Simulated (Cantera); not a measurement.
A closed system holds: 1 mol Si, 2.5 mol NF₃, equilibrated at 240 Pa.

These are equilibrium values from Cantera (NASA tables, ideal gas, pure condensed phases), not measurements of a reactor. Candidate condensed phases: Si, Si₃N₄; 16 gas species. The numbers say what is thermodynamically allowed, not how fast it happens.

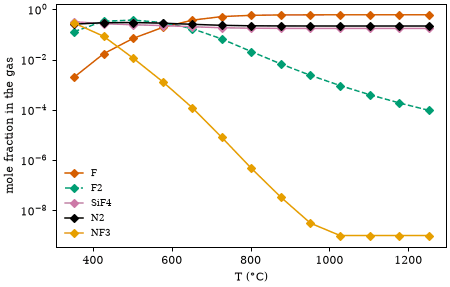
Figure. Equilibrium gas composition (values under 1e-9 drawn at 1e-9)

Question: Read off the mole fractions at 802 °C.

Answer: F about 0.58, N₂ about 0.22, SiF₄ about 0.18, F₂ about 0.021, NF₃ about 4.8e-7.
